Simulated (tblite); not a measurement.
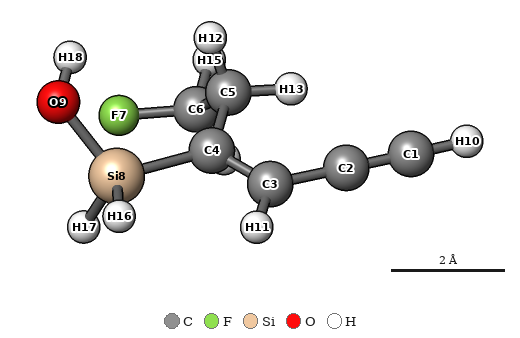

Figure 1. The input geometry (ball-and-stick view, seen at a tilt; atoms are numbered from 1 in the order of the input).

**Geometry relaxation of C$_{6}$H$_{9}$FOSi (part 1 of 2)**

System: C$_{6}$H$_{9}$FOSi.
Method: GFN2-xTB geometry optimisation, gas phase (tblite 0.8.0).

It belongs to a series of runs on one base structure; here: H on C replaced by ethynyl.

## Output
```
step      E/eV     max force
  0    -759.26650    2.684
  1    -759.45702    1.209
  2    -759.46107    3.423
  3    -759.53615    0.716
  4    -759.55863    0.546
  5    -759.58571    0.442
  6    -759.59818    0.286
  7    -759.60617    0.235
  8    -759.61482    0.268
  9    -759.62091    0.195
 10    -759.62642    0.146
 11    -759.63223    0.181
 12    -759.63860    0.210
 13    -759.64492    0.221
 14    -759.65117    0.195
 15    -759.65807    0.182
 16    -759.66516    0.213
 17    -759.67168    0.169
 18    -759.67511    0.301
 19    -759.67807    0.216
 20    -759.68066    0.127
 21    -759.68692    0.194
 22    -759.68981    0.212
 23    -759.69392    0.177
 24    -759.69596    0.109
 25    -759.69758    0.081
 26    -759.69868    0.089
 27    -759.69958    0.091
 28    -759.70034    0.193
 29    -759.70121    0.110
 30    -759.70255    0.080
 31    -759.70360    0.095
 32    -759.70489    0.102
 33    -759.70591    0.071
 34    -759.70672    0.074
 35    -759.70763    0.080
 36    -759.70891    0.098
 37    -759.71027    0.087
 38    -759.71130    0.078
 39    -759.71210    0.073
 40    -759.71299    0.088
 41    -759.71418    0.108
 42    -759.71539    0.087
 43    -759.71619    0.066
 44    -759.71664    0.071
 45    -759.71708    0.069
 46    -759.71773    0.065
 47    -759.71847    0.062
 48    -759.71905    0.065
 49    -759.71945    0.060
 50    -759.71985    0.051
 51    -759.72039    0.066
 52    -759.72101    0.063
 53    -759.72160    0.051
 54    -759.72216    0.057
 55    -759.72280    0.064
 56    -759.72360    0.073
 57    -759.72442    0.076
 58    -759.72512    0.073
 59    -759.72573    0.073
 60    -759.72638    0.068
 61    -759.72705    0.054
 62    -759.72762    0.052
 63    -759.72805    0.047
 64    -759.72841    0.055
 65    -759.72874    0.060
 66    -759.72902    0.053
 67    -759.72929    0.032
 68    -759.72948    0.027
 69    -759.72956    0.027
 70    -759.72971    0.023
 71    -759.72978    0.021
 72    -759.72984    0.019
 73    -759.72988    0.018
 74    -759.72993    0.019
 75    -759.72998    0.022
 76    -759.73005    0.020
 77    -759.73012    0.020
 78    -759.73020    0.023
 79    -759.73028    0.028
 80    -759.73039    0.029
 81    -759.73052    0.027
 82    -759.73069    0.038
 83    -759.73091    0.047
 84    -759.73127    0.050
 85    -759.73187    0.067
 86    -759.73288    0.102
 87    -759.73448    0.145
 88    -759.73672    0.141
 89    -759.73883    0.120
 90    -759.73401    0.315
 91    -759.73986    0.223
 92    -759.73422    0.308
 93    -759.74058    0.091
 94    -759.73846    0.351
 95    -759.74217    0.061
 96    -759.74290    0.060
 97    -759.74220    0.269
 98    -759.74458    0.063
 99    -759.74530    0.057
100    -759.74622    0.131
101    -759.74734    0.052
102    -759.74754    0.048
103    -759.74821    0.064
104    -759.74878    0.102
105    -759.74974    0.182
106    -759.75081    0.091
107    -759.75146    0.059
108    -759.75194    0.076
109    -759.75195    0.084
110    -759.75245    0.039
111    -759.75265    0.034
112    -759.75321    0.039
113    -759.75360    0.048
114    -759.75399    0.052
115    -759.75456    0.054
116    -759.75499    0.059
117    -759.75544    0.081
118    -759.75589    0.069
119    -759.75650    0.054
120    -759.75690    0.063
121    -759.75747    0.056
122    -759.75795    0.074
123    -759.75837    0.031
124    -759.75857    0.027
125    -759.75868    0.026
126    -759.75878    0.025
127    -759.75885    0.014
128    -759.75889    0.015
129    -759.75893    0.016
130    -759.75897    0.018
131    -759.75901    0.018
132    -759.75905    0.014
133    -759.75908    0.013
134    -759.75911    0.018
135    -759.75914    0.018
136    -759.75916    0.012
137    -759.75918    0.009
```

## Trajectory as extended XYZ (Å, eV, eV/Å), 12 of the 138 frames kept, from step=0 to step=137
```
18
Properties=species:S:1:pos:R:3:forces:R:3 step=0 energy=-759.26650
C     3.2151   -1.4099   -0.4894   -0.8590  -0.0620  -0.0260
C     2.0078   -1.4619   -0.5224    0.0130  -0.4420  -0.0930
C     0.5847   -1.5427   -0.5476    0.1320  -0.5770  -0.3420
C    -0.2076   -0.5035   -0.2639    1.0410  -0.5500   0.0020
C     0.4430    0.7567    0.1359    1.1210   0.1290   0.2860
C     0.1155    1.9267   -0.7679    0.7430   1.1450   0.2620
F    -1.2403    2.1996   -0.7849    0.5190  -0.1740  -0.2990
Si   -2.0215   -0.7209   -0.3360   -2.5950   0.4710   0.4960
O    -2.8557   -0.0417    0.9724    1.4410  -0.0400  -0.7920
H     4.2585   -1.3522   -0.4556    0.1300   0.0050  -0.0090
H     0.0781   -2.4800   -0.8368    0.8170   0.3640   0.1560
H     0.2092    0.9402    1.1938   -0.1550   0.3870  -0.2180
H     1.5532    0.5975    0.0861   -0.7060   0.3370   0.0630
H     0.5482    1.8270   -1.8015   -0.8870  -0.2280   0.7010
H     0.6076    2.8328   -0.3292   -0.3850  -0.3000  -0.2740
H    -2.3500   -2.1578   -0.3351    0.0300   0.2630   0.1890
H    -2.5330   -0.1221   -1.5964    0.1190  -0.0870   0.3320
H    -2.4217    0.7185    1.4021   -0.5190  -0.6430  -0.4330
18
Properties=species:S:1:pos:R:3:forces:R:3 step=12 energy=-759.63860
C     3.2089   -1.4372   -0.4986    0.1830  -0.0130  -0.0010
C     2.0141   -1.5420   -0.5463   -0.1360  -0.0290   0.0120
C     0.6071   -1.5808   -0.5802    0.0510   0.0160  -0.0390
C    -0.1640   -0.5263   -0.2813   -0.0960   0.0340   0.0270
C     0.4700    0.7740    0.1609    0.0200  -0.1410   0.0240
C     0.1319    1.9570   -0.7393    0.0960  -0.0220   0.0830
F    -1.2228    2.2063   -0.7559    0.0540  -0.0700  -0.0540
Si   -2.0530   -0.7024   -0.3739    0.0370   0.0120   0.1300
O    -2.7525   -0.1062    0.9656    0.0730   0.0350   0.0430
H     4.2534   -1.3717   -0.4636    0.0850  -0.0320  -0.0110
H     0.1728   -2.5344   -0.8668    0.0230   0.1840   0.0120
H     0.1593    1.0134    1.1856   -0.0930  -0.0800  -0.0940
H     1.5606    0.6682    0.1646   -0.0830   0.0350   0.0020
H     0.4660    1.7769   -1.7669   -0.2100  -0.0110   0.0000
H     0.5966    2.8719   -0.3597    0.0630   0.0440  -0.0070
H    -2.4034   -2.1109   -0.2576   -0.0120  -0.0480  -0.0330
H    -2.5658   -0.0835   -1.5934    0.0230   0.0330  -0.0120
H    -2.4879    0.7342    1.3306   -0.0780   0.0520  -0.0840
18
Properties=species:S:1:pos:R:3:forces:R:3 step=25 energy=-759.69758
C     3.2733   -1.4895   -0.5155    0.0080  -0.0010  -0.0210
C     2.0728   -1.5232   -0.5663    0.0510   0.0260  -0.0220
C     0.6668   -1.5577   -0.6213   -0.0110   0.0190   0.0040
C    -0.1370   -0.5391   -0.2941   -0.0190  -0.0310   0.0600
C     0.4390    0.7630    0.1899   -0.0010   0.0130   0.0180
C     0.1053    1.9326   -0.7278   -0.0230   0.0000  -0.0030
F    -1.2395    2.2334   -0.6592    0.0020   0.0020   0.0190
Si   -2.0208   -0.7082   -0.3278   -0.0570  -0.0050  -0.0580
O    -2.6407   -0.0729    1.0327   -0.0510   0.0200  -0.0110
H     4.3211   -1.4708   -0.4838    0.0280  -0.0090   0.0120
H     0.2475   -2.4998   -0.9468   -0.0330  -0.0220  -0.0300
H     0.0282    0.9878    1.1777    0.0220  -0.0140   0.0530
H     1.5245    0.6885    0.2713    0.0460   0.0360  -0.0010
H     0.3243    1.7011   -1.7735   -0.0110  -0.0090  -0.0240
H     0.6319    2.8433   -0.4248    0.0350  -0.0150   0.0000
H    -2.4191   -2.1081   -0.2485    0.0330   0.0310   0.0580
H    -2.5355   -0.0459   -1.5267   -0.0230  -0.0120  -0.0150
H    -2.6510    0.8719    1.1683    0.0020  -0.0260  -0.0380
18
Properties=species:S:1:pos:R:3:forces:R:3 step=37 energy=-759.71027
C     3.2918   -1.5014   -0.5442    0.0300   0.0050   0.0190
C     2.0911   -1.4981   -0.5893   -0.0710  -0.0130  -0.0360
C     0.6840   -1.5329   -0.6453   -0.0640  -0.0350   0.0420
C    -0.1294   -0.5388   -0.2699   -0.0700   0.0320   0.0400
C     0.4423    0.7618    0.2230    0.0280  -0.0120   0.0300
C     0.0925    1.9154   -0.7069    0.0430   0.0150  -0.0070
F    -1.2376    2.2568   -0.5877   -0.0110  -0.0060   0.0130
Si   -2.0193   -0.7107   -0.3251   -0.0040   0.0090   0.0250
O    -2.7013   -0.0333    0.9857    0.0490  -0.0310  -0.0390
H     4.3381   -1.5085   -0.4897    0.0560   0.0100  -0.0150
H     0.2646   -2.4673   -0.9961    0.0090  -0.0120  -0.0310
H     0.0474    0.9861    1.2174   -0.0270  -0.0050   0.0130
H     1.5308    0.7025    0.2920    0.0180  -0.0170  -0.0100
H     0.2598    1.6422   -1.7530   -0.0270   0.0340  -0.0110
H     0.6635    2.8135   -0.4546    0.0050   0.0450  -0.0090
H    -2.3859   -2.1112   -0.1718   -0.0020  -0.0040   0.0020
H    -2.5389   -0.0851   -1.5436    0.0430  -0.0560  -0.0290
H    -2.7023    0.9152    1.0829   -0.0060   0.0420   0.0020
18
Properties=species:S:1:pos:R:3:forces:R:3 step=50 energy=-759.71985
C     3.2829   -1.4999   -0.5619   -0.0120   0.0010  -0.0190
C     2.0814   -1.4985   -0.6134    0.0380   0.0150  -0.0050
C     0.6730   -1.5219   -0.6539    0.0340  -0.0210   0.0320
C    -0.1286   -0.5322   -0.2409    0.0260  -0.0380  -0.0190
C     0.4568    0.7622    0.2532   -0.0150  -0.0080  -0.0170
C     0.0923    1.9153   -0.6760   -0.0140   0.0130   0.0150
F    -1.2278    2.2782   -0.4989    0.0190   0.0210   0.0170
Si   -2.0110   -0.7265   -0.3174   -0.0090  -0.0170  -0.0150
O    -2.7340    0.0195    0.9268   -0.0200   0.0130   0.0060
H     4.3320   -1.5096   -0.5258   -0.0240   0.0060  -0.0020
H     0.2477   -2.4422   -1.0345   -0.0130  -0.0010   0.0150
H     0.0745    0.9928    1.2516   -0.0200  -0.0200  -0.0110
H     1.5457    0.6940    0.3082   -0.0010  -0.0010  -0.0170
H     0.1957    1.6362   -1.7288    0.0320  -0.0080   0.0120
H     0.6905    2.8061   -0.4620   -0.0210   0.0260   0.0100
H    -2.3693   -2.1187   -0.0868   -0.0060  -0.0030   0.0170
H    -2.4760   -0.2195   -1.6119   -0.0100   0.0070   0.0100
H    -2.7344    0.9711    0.9958    0.0170   0.0160  -0.0290
18
Properties=species:S:1:pos:R:3:forces:R:3 step=62 energy=-759.72762
C     3.2866   -1.4909   -0.6143   -0.0090   0.0060   0.0110
C     2.0842   -1.5049   -0.6348    0.0030   0.0220   0.0160
C     0.6751   -1.5377   -0.6484    0.0240  -0.0010   0.0140
C    -0.1282   -0.5463   -0.2405    0.0050  -0.0360   0.0190
C     0.4499    0.7480    0.2668    0.0080  -0.0240  -0.0180
C     0.0847    1.9306   -0.6248   -0.0090   0.0080  -0.0090
F    -1.2193    2.3269   -0.4101   -0.0310  -0.0010   0.0070
Si   -2.0105   -0.7591   -0.3109    0.0070  -0.0010  -0.0160
O    -2.7637    0.1044    0.8348    0.0070   0.0120   0.0070
H     4.3360   -1.4850   -0.5886   -0.0250  -0.0020  -0.0210
H     0.2458   -2.4657   -1.0080    0.0140   0.0310  -0.0030
H     0.0760    0.9445    1.2763   -0.0080   0.0120  -0.0320
H     1.5393    0.6845    0.3081    0.0240  -0.0160   0.0070
H     0.1602    1.6756   -1.6853    0.0080  -0.0290  -0.0180
H     0.7050    2.8057   -0.4106    0.0210   0.0080   0.0470
H    -2.3740   -2.1253    0.0425   -0.0010   0.0350  -0.0010
H    -2.4368   -0.3572   -1.6554   -0.0370  -0.0190  -0.0100
H    -2.7192    1.0583    0.8269    0.0000  -0.0050  -0.0010
18
Properties=species:S:1:pos:R:3:forces:R:3 step=75 energy=-759.72998
C     3.2883   -1.4810   -0.6232   -0.0030   0.0000  -0.0010
C     2.0861   -1.5007   -0.6262    0.0020   0.0060  -0.0040
C     0.6779   -1.5437   -0.6392   -0.0050   0.0070  -0.0060
C    -0.1320   -0.5533   -0.2433    0.0010   0.0040   0.0070
C     0.4468    0.7393    0.2667    0.0040   0.0060  -0.0060
C     0.0873    1.9328   -0.6126   -0.0060  -0.0010   0.0000
F    -1.2187    2.3274   -0.3994    0.0140   0.0070  -0.0150
Si   -2.0148   -0.7628   -0.3166   -0.0090   0.0030   0.0030
O    -2.7611    0.1301    0.8110   -0.0010  -0.0050   0.0010
H     4.3374   -1.4712   -0.6208   -0.0020   0.0030   0.0000
H     0.2562   -2.4736   -0.9996   -0.0010  -0.0020  -0.0070
H     0.0717    0.9348    1.2756    0.0030  -0.0080  -0.0080
H     1.5364    0.6713    0.3074    0.0060  -0.0030   0.0180
H     0.1693    1.6917   -1.6766    0.0080  -0.0040   0.0080
H     0.7090    2.8022   -0.3751   -0.0130  -0.0090   0.0010
H    -2.3838   -2.1151    0.0763   -0.0010  -0.0050   0.0050
H    -2.4571   -0.4048   -1.6691    0.0020  -0.0040   0.0050
H    -2.7077    1.0832    0.7881    0.0000   0.0040  -0.0020
```
